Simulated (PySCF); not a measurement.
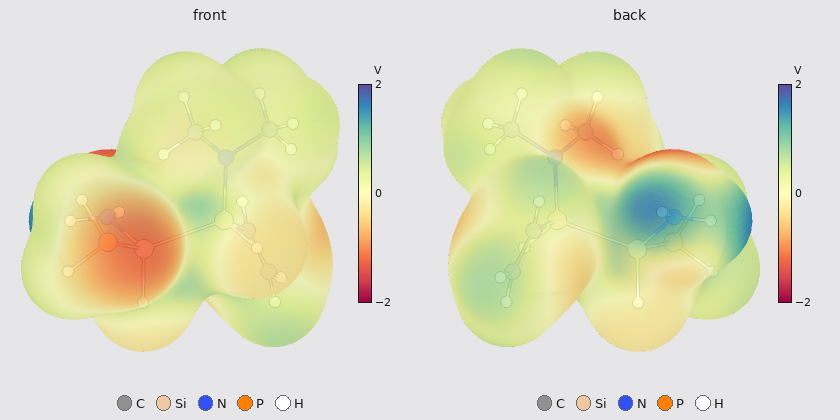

Figure 1: C$_{4}$H$_{15}$N$_{2}$PSi$_{2}$. The molecular electrostatic potential painted on the density surface at 0.002 e/bohr³, seen from the front and from behind; the colour scale runs from red (negative) to blue (positive).

Geometry: GFN2-xTB.

These are results of PBE0/pcSseg-1, SCF density, gas phase, non-relativistic (PySCF 2.14.0), not measurements.

```yaml
atoms:
  - { symbol: C, position_ang: [0.3123, -3.2731, 0.9351] }
  - { symbol: C, position_ang: [0.5615, -2.1856, 0.2245] }
  - { symbol: Si, position_ang: [0.2483, -0.4245, 0.8231] }
  - { symbol: N, position_ang: [1.3576, 0.5461, -0.0702] }
  - { symbol: C, position_ang: [1.1414, 1.9526, -0.2950] }
  - { symbol: C, position_ang: [2.7525, 0.1923, -0.1700] }
  - { symbol: Si, position_ang: [-1.9411, 0.1415, 0.3353] }
  - { symbol: N, position_ang: [-2.1968, 0.0716, -1.3733] }
  - { symbol: P, position_ang: [-2.5762, 2.2049, 1.0097] }
  - { symbol: H, position_ang: [0.4660, -4.2727, 0.5560] }
  - { symbol: H, position_ang: [-0.0574, -3.2086, 1.9453] }
  - { symbol: H, position_ang: [0.9316, -2.3152, -0.7864] }
  - { symbol: H, position_ang: [0.4990, -0.4253, 2.2856] }
  - { symbol: H, position_ang: [0.0827, 2.1865, -0.2070] }
  - { symbol: H, position_ang: [1.6914, 2.5680, 0.4270] }
  - { symbol: H, position_ang: [1.4793, 2.2253, -1.2995] }
  - { symbol: H, position_ang: [3.3566, 0.7156, 0.5804] }
  - { symbol: H, position_ang: [3.1361, 0.4583, -1.1594] }
  - { symbol: H, position_ang: [2.8704, -0.8770, -0.0205] }
  - { symbol: H, position_ang: [-2.8697, -0.7410, 1.0837] }
  - { symbol: H, position_ang: [-3.0477, 0.4289, -1.7808] }
  - { symbol: H, position_ang: [-1.8727, -0.7304, -1.8895] }
  - { symbol: H, position_ang: [-2.4178, 2.7984, -0.2255] }
  - { symbol: H, position_ang: [-3.9191, 1.9833, 0.7801] }
```

Where is the surface potential most negative and most positive?

The most negative region (about −1.2 V) lies over N8 and P9, the most positive (about +1.6 V) over H21 and H22.

How polar is the molecule by this calculation?

Its dipole moment is 2.31 D.
